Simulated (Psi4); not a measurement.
# Si3H8 (trisilane) at 3 levels

Wanted: a comparison of 3 runs (BHLYP/6-31G*, M06-L/6-31G*, r2SCAN/6-31G*) of Si3H8 (trisilane). 

The results are computed with Psi4 1.11.

**1. Starting point**

The species is Si3H8 (11 atoms), meant as a singlet with charge 0. As SMILES, `[SiH3][SiH2][SiH3]`. The Si1–Si2 distance was set to 2.689 Å, away from the relaxed value.

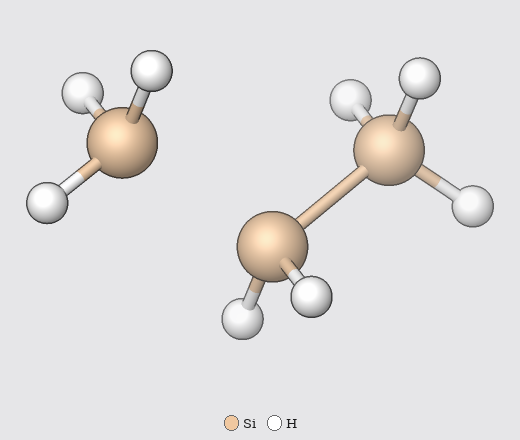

The structure, seen from a chosen angle (silicon light orange, hydrogen white).

**2. A single-point energy at BHLYP/6-31G(d) (spherical functions) (run 1)**

File h8si3.xyz:

```xyz
11
H8Si3
Si    -1.417083     1.692868    -0.559616
Si    -0.462570    -0.807300    -0.296320
Si     1.631930    -0.774400     0.742750
H     -2.750363     1.693858    -1.219466
H     -0.478543     2.506578    -1.378416
H     -1.547053     2.326228     0.780294
H     -0.343400    -1.440160    -1.640160
H     -1.410380    -1.620800     0.516390
H      1.515950    -0.154940     2.090430
H      2.583820     0.031780    -0.068050
H      2.179610    -2.149160     0.894770
```

File calc.py:

```python
import psi4

psi4.set_memory('2200 MB')
psi4.set_num_threads(1)
psi4.core.set_output_file('h8si3.out', False)

with open('h8si3.xyz') as f:
    atoms = ''.join(f.readlines()[2:])
molecule = psi4.geometry('0 1\n' + atoms + 'symmetry c1')

psi4.set_options({
    'basis': '6-31G*',
    'puream': True,
    'e_convergence': 1e-09,
    'd_convergence': 1e-08,
    'scf_type': 'pk',
    'dft_radial_points': 99,
    'dft_spherical_points': 590,
})

result, w = psi4.energy('bhhlyp', return_wfn=True)
psi4.oeprop(w, 'DIPOLE', 'WIBERG_LOWDIN_INDICES', 'MULLIKEN_CHARGES', title='BHHLYP')
print('E =', round(result, 9))
for k, v in sorted(psi4.core.scalar_variables().items()):
    print(f'{k:45s} {v:18.10f}')
```

On the command line:

```sh
$ python calc.py
```

h8si3.out:

```text
[...]
  Running in c1 symmetry.
[...]
  Nuclear repulsion =  183.637830517280833
[...]
  Multiplicity = 1
[...]
  Nalpha       = 25
  Nbeta        = 25
[...]
    Number of basis functions: 70
[...]
   @RKS iter   1:  -873.15556424694478   -8.59811e-01   2.57581e-03 DIIS/ADIIS
[...]
   @RKS iter  10:  -873.18832136389585   -9.09495e-13   1.40690e-09 DIIS
[...]
    Orbital Energies [Eh]
    ---------------------
    Doubly Occupied:
       1A    -67.141813     2A    -67.137046     3A    -67.128605
       4A     -5.613435     5A     -5.609300     6A     -5.603908
       7A     -3.875923     8A     -3.875638     9A     -3.875631
      10A     -3.871760    11A     -3.871515    12A     -3.871297
      13A     -3.866153    14A     -3.866136    15A     -3.865983
      16A     -0.647212    17A     -0.609495    18A     -0.562110
      19A     -0.425842    20A     -0.415050    21A     -0.408849
      22A     -0.408574    23A     -0.395887    24A     -0.352872
      25A     -0.309582
[...]
  @RKS Final Energy:  -873.18832136389585
   => Energetics <=
    Nuclear Repulsion Energy =            183.6378305172808325
    One-Electron Energy =               -1574.2775233148363441
    Two-Electron Energy =                 551.2105343247519613
    DFT Exchange-Correlation Energy =     -33.7591628910924157
    Empirical Dispersion Energy =           0.0000000000000000
    VV10 Nonlocal Energy =                  0.0000000000000000
    Total Energy =                       -873.1883213638958523
[...]
 Multipole Moments:
 ------------------------------------------------------------------------------------
     Multipole            Electronic (a.u.)      Nuclear  (a.u.)        Total (a.u.)
 ------------------------------------------------------------------------------------
 L = 1.  Multiply by 2.5417464519 to convert [e a0] to [Debye]
 Dipole X            :         -0.3644936            0.3505833           -0.0139103
 Dipole Y            :         -0.7844851            0.7665126           -0.0179725
 Dipole Z            :         -0.2456145            0.2372524           -0.0083621
 Magnitude           :                                                    0.0242164
[...]
  Mulliken Charges: (a.u.)
   Center  Symbol    Alpha    Beta     Spin     Total
       1    SI     6.87698  6.87698  0.00000  0.24604
       2    SI     6.95783  6.95783  0.00000  0.08435
       3    SI     6.86741  6.86741  0.00000  0.26519
       4     H     0.53711  0.53711  0.00000 -0.07421
       5     H     0.53758  0.53758  0.00000 -0.07517
       6     H     0.53759  0.53759  0.00000 -0.07517
       7     H     0.53441  0.53441  0.00000 -0.06882
       8     H     0.53441  0.53441  0.00000 -0.06881
       9     H     0.53904  0.53904  0.00000 -0.07808
      10     H     0.53905  0.53905  0.00000 -0.07810
      11     H     0.53861  0.53861  0.00000 -0.07722
[...]
```

The script printed:

```text
E = -873.188321364
CURRENT ENERGY                                   -873.1883213639
CURRENT REFERENCE ENERGY                         -873.1883213639
DD SOLVATION ENERGY                                 0.0000000000
DFT FUNCTIONAL TOTAL ENERGY                      -873.1883213639
DFT TOTAL ENERGY                                 -873.1883213639
DFT VV10 ENERGY                                     0.0000000000
DFT XC ENERGY                                     -33.7591628911
GRID ELECTRONS ALPHA                               25.0000001217
GRID ELECTRONS BETA                                25.0000001217
GRID ELECTRONS TOTAL                               50.0000002433
NUCLEAR REPULSION ENERGY                          183.6378305173
ONE-ELECTRON ENERGY                             -1574.2775233148
PCM POLARIZATION ENERGY                             0.0000000000
PE ENERGY                                           0.0000000000
SCF ITERATION ENERGY                             -873.1883213639
SCF ITERATIONS                                     10.0000000000
SCF TOTAL ENERGY                                 -873.1883213639
TWO-ELECTRON ENERGY                               551.2105343248
XC GRID RADIAL POINTS                              99.0000000000
XC GRID SPHERICAL POINTS                          590.0000000000
XC GRID TOTAL POINTS                           608993.0000000000
```

Run time: 14 s. Hardware: 1 thread of AMD EPYC 7R43 (Zen 3), shared host; peak memory 1.3 GiB.

**3. Energy and forces at M06-L/6-31G(d) (spherical functions) (run 2)**

File job.json:

```json
{
  "schema_name": "qcschema_input",
  "schema_version": 1,
  "molecule": {
    "schema_name": "qcschema_molecule",
    "schema_version": 2,
    "symbols": ["Si", "Si", "Si", "H", "H", "H", "H", "H", "H", "H", "H"],
    "geometry": [-2.67789877, 3.19905689, -1.05752097, -0.87413061, -1.5255759, -0.55996365, 3.08390075, -1.46340391, 1.40359408, -5.19743281, 3.20092771, -2.30445676, -0.90431521, 4.73674593, -2.60482873, -2.92350647, 4.39593382, 1.47454196, -0.64893195, -2.72150798, -3.0994532, -2.66523193, -3.0628681, 0.97583567, 2.86473032, -0.29279417, 3.95034018, 4.88271216, 0.0600555, -0.12859586, 4.11886596, -4.0613238, 1.69087024],
    "molecular_charge": 0,
    "molecular_multiplicity": 1,
    "fix_symmetry": "c1",
    "fix_com": true,
    "fix_orientation": true
  },
  "driver": "gradient",
  "model": {
    "method": "m06-l",
    "basis": "6-31G*"
  },
  "keywords": {
    "puream": true,
    "e_convergence": 1e-09,
    "d_convergence": 1e-08,
    "scf_type": "pk",
    "dft_radial_points": 99,
    "dft_spherical_points": 590,
    "scf_properties": ["DIPOLE", "QUADRUPOLE", "MAYER_INDICES"]
  }
}
```

On the command line:

```sh
$ psi4 --qcschema job.json -n 1 --memory 2200MB
```

stdout, shortened:

```text
[...]
  Running in c1 symmetry.
[...]
  Nuclear repulsion =  183.637830601829478
[...]
  Multiplicity = 1
[...]
  Nalpha       = 25
  Nbeta        = 25
[...]
    Number of basis functions: 70
[...]
   @RKS iter   1:  -873.13441026674400   -6.73302e-01   3.75902e-03 ADIIS/DIIS
[...]
   @RKS iter  11:  -873.19703137026033   -1.02318e-12   2.09997e-09 DIIS
[...]
    Orbital Energies [Eh]
    ---------------------
    Doubly Occupied:
       1A    -65.822878     2A    -65.817214     3A    -65.809821
       4A     -5.245839     5A     -5.240743     6A     -5.236289
       7A     -3.555244     8A     -3.554221     9A     -3.554209
      10A     -3.550134    11A     -3.549104    12A     -3.549025
      13A     -3.544942    14A     -3.544797    15A     -3.544769
      16A     -0.534197    17A     -0.502088    18A     -0.461038
      19A     -0.342598    20A     -0.332974    21A     -0.327621
      22A     -0.327232    23A     -0.316214    24A     -0.281231
      25A     -0.248916
[...]
  @RKS Final Energy:  -873.19703137026033
   => Energetics <=
    Nuclear Repulsion Energy =            183.6378306018294779
    One-Electron Energy =               -1574.5494197526081734
    Two-Electron Energy =                 583.4147930767782100
    DFT Exchange-Correlation Energy =     -65.7002352962599190
    Empirical Dispersion Energy =           0.0000000000000000
    VV10 Nonlocal Energy =                  0.0000000000000000
    Total Energy =                       -873.1970313702603335
[...]
 Multipole Moments:
[...]
  -Total Gradient:
     Atom            X                  Y                   Z
    ------   -----------------  -----------------  -----------------
       1       -0.012276619647     0.033025623511    -0.003314336763
       2        0.011307328992    -0.033813170223     0.002768821384
       3        0.001211048128    -0.001351389188     0.000484221801
       4       -0.002415762468     0.001028723317    -0.001109863496
       5        0.000968630919     0.002228805107    -0.001355422288
       6       -0.000629383484     0.001958813128     0.001871369890
       7        0.001235526204    -0.001651373360    -0.001381904625
       8       -0.000229965380    -0.001900594166     0.001584515699
       9       -0.000613295479     0.000928559403     0.001734316393
      10        0.000929126279     0.001202684036    -0.001389711151
      11        0.000482274094    -0.001676687358     0.000092588141
[...]
```

Run time: 43 s. Hardware: 1 thread of AMD EPYC 7R43 (Zen 3), shared host; peak memory 1.5 GiB.

**4. Energy and gradient at r2SCAN/6-31G(d) (spherical functions) (run 3)**

File job.in:

```
memory 2200 MB

molecule {
  Si    -2.67789877     3.19905689    -1.05752097
  Si    -0.87413061    -1.52557590    -0.55996365
  Si     3.08390075    -1.46340391     1.40359408
  H     -5.19743281     3.20092771    -2.30445676
  H     -0.90431521     4.73674593    -2.60482873
  H     -2.92350647     4.39593382     1.47454196
  H     -0.64893195    -2.72150798    -3.09945320
  H     -2.66523193    -3.06286810     0.97583567
  H      2.86473032    -0.29279417     3.95034018
  H      4.88271216     0.06005550    -0.12859586
  H      4.11886596    -4.06132380     1.69087024
  units bohr
  symmetry c1
}

set globals {
  basis 6-31G*
  puream true
  e_convergence 1e-09
  d_convergence 1e-08
  scf_type pk
  dft_radial_points 99
  dft_spherical_points 590
}

result = gradient('r2scan')
print_variables()
```

On the command line:

```sh
$ psi4 -i job.in -o job.out -n 1
```

job.out, shortened:

```text
[...]
  Running in c1 symmetry.
[...]
  Nuclear repulsion =  183.637830601829478
[...]
  Multiplicity = 1
[...]
  Nalpha       = 25
  Nbeta        = 25
[...]
    Number of basis functions: 70
[...]
   @RKS iter   1:  -873.03228400300543   -6.14724e-01   4.01358e-03 ADIIS/DIIS
[...]
   @RKS iter  10:  -873.10717507891718   -2.39879e-11   6.62281e-09 DIIS
[...]
    Orbital Energies [Eh]
    ---------------------
    Doubly Occupied:
       1A    -65.826654     2A    -65.823598     3A    -65.814062
       4A     -5.209240     5A     -5.206068     6A     -5.199996
       7A     -3.551001     8A     -3.549976     9A     -3.549974
      10A     -3.547827    11A     -3.546854    12A     -3.546793
      13A     -3.541016    14A     -3.540893    15A     -3.540886
      16A     -0.535609    17A     -0.502390    18A     -0.461093
      19A     -0.343685    20A     -0.333654    21A     -0.327234
      22A     -0.326800    23A     -0.314988    24A     -0.282803
      25A     -0.251460
[...]
  @RKS Final Energy:  -873.10717507891718
   => Energetics <=
    Nuclear Repulsion Energy =            183.6378306018294779
    One-Electron Energy =               -1574.3344987535729160
    Two-Electron Energy =                 583.1527370962052146
    DFT Exchange-Correlation Energy =     -65.5632440233790277
    Empirical Dispersion Energy =           0.0000000000000000
    VV10 Nonlocal Energy =                  0.0000000000000000
    Total Energy =                       -873.1071750789171801
[...]
 Multipole Moments:
[...]
  -Total Gradient:
     Atom            X                  Y                   Z
    ------   -----------------  -----------------  -----------------
       1       -0.012928445649     0.034351950661    -0.003526143191
       2        0.010893433925    -0.034952235796     0.002468682364
       3        0.002299716147    -0.001648069800     0.000997996007
       4        0.000389586262     0.001144744774     0.000288357369
       5       -0.000938639315     0.000582331571     0.000375360973
       6       -0.000313516314     0.000687635849    -0.000891130627
       7        0.001041711929    -0.000428128202     0.001273519869
       8        0.001669994092    -0.000322503608     0.000007904941
       9       -0.000434877836    -0.000257317706    -0.001028797722
      10       -0.001064135037    -0.000363133031     0.000236276835
      11       -0.000605982353     0.001213709292    -0.000197034806
[...]
```

Wall time 47 s (1 thread of AMD EPYC 7R43 (Zen 3), shared host); peak memory 1.5 GiB.

**5. The series**

| run | level | task | energy (Eh) | dipole moment (D) | HOMO energy (eV) | LUMO energy (eV) | wall time |
| --- | --- | --- | --- | --- | --- | --- | --- |
| 1 | BHLYP/6-31G* (spherical functions) | energy | -873.188321 | 0.06 | -8.42 | 0.31 | 14 s |
| 2 | M06-L/6-31G* (spherical functions) | gradient | -873.197031 | 0.05 | -6.77 | -1.01 | 43 s |
| 3 | r2SCAN/6-31G* (spherical functions) | gradient | -873.107175 | 0.04 | -6.84 | -1.17 | 47 s |

**6. What came out**

| quantity | value |
| --- | --- |
| run 3: total energy | -873.10718 Eh |
| run 3: dipole moment | 0.04 D |
| run 3: HOMO energy | -6.84 eV |
| run 3: LUMO energy | -1.17 eV |
| run 3: HOMO–LUMO gap | 5.67 eV |
| run 3: largest force on an atom | 1.896 eV/Å |

What this shows: The dipole moment (its size) runs from 0.04 D (r2SCAN/6-31G*) to 0.06 D (BHLYP/6-31G*). The HOMO–LUMO gap runs from 5.67 eV (r2SCAN/6-31G*) to 8.73 eV (BHLYP/6-31G*). Totals of different functionals can't be ranked against each other. All runs together took 1.7 min, the longest 47 s.
